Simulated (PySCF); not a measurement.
C5H8S (SMILES S=C1CCCC1)

```
atom    x (Å)    y (Å)    z (Å)
   S   0.3808   2.6570   1.1538
   C   0.1696   1.1845   0.5154
   C  -1.1515   0.5206   0.2922
   C  -0.8376  -0.6862  -0.5928
   C   0.5847  -1.0716  -0.1801
   C   1.2660   0.2772   0.0558
   H  -1.5391   0.1965   1.2630
   H  -1.8839   1.2059  -0.1345
   H  -1.5467  -1.5004  -0.4552
   H  -0.8532  -0.3895  -1.6430
   H   0.5611  -1.6419   0.7502
   H   1.0909  -1.6689  -0.9363
   H   1.6690   0.6761  -0.8804
   H   2.0891   0.2403   0.7697
```

Geometry: GFN2-xTB.

Level of theory: PySCF, PBE0/def2-SVPD, SCF density, gas phase.

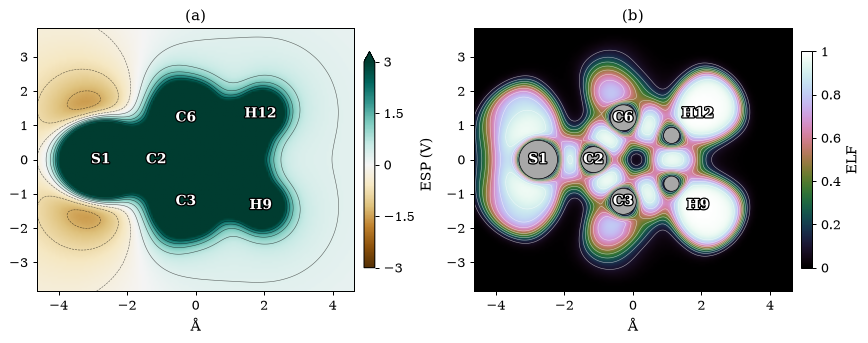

Figure 1. (a) molecular electrostatic potential; (b) ELF on the plane of atoms S1, C2 and C3. Grey discs cover the atomic cores in the ELF map.

**Interpret the plot.**

The plane passes through S, C and H nuclei.
C–C (1.50 Å): the ELF peaks at about 0.95 between the atoms: localised, covalent bonding.
C–S (1.62 Å): the ELF peaks at about 0.90 between the atoms: a covalent bond.
The ELF also peaks beside S1, away from the bonds: lone-pair regions.
Outside the dense part of the molecule the potential is most negative (−1.5 V) near S1.

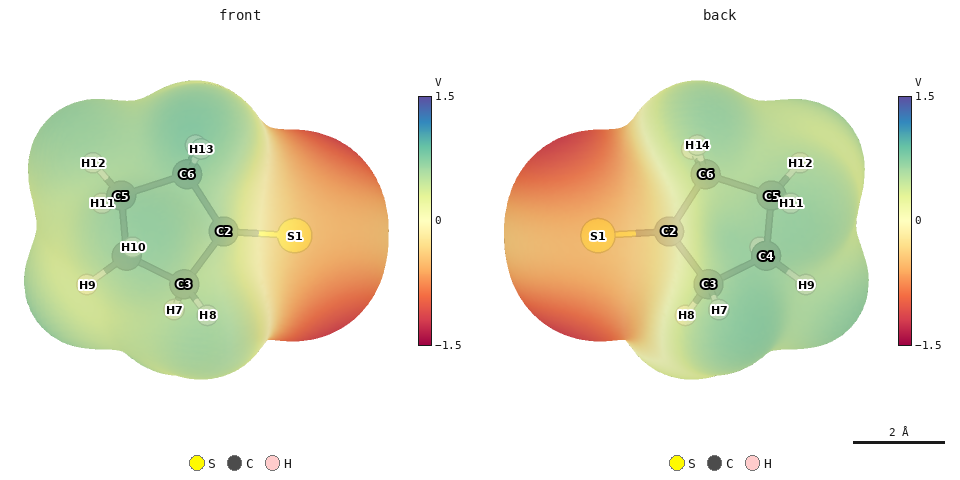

Figure 2. The electrostatic potential painted on the density surface at 0.001 e/bohr³, seen from the front and from behind; red is negative and blue positive.

**Which sites attract a positive test charge, and which a negative one?**

A positive charge is drawn to the negative regions and a negative charge to the positive ones. The most negative region (about −1.1 V) lies over S1, the most positive (about +0.8 V) over H7 and H13.

**What dipole moment does the calculation give?**

Its dipole moment is 3.31 D.
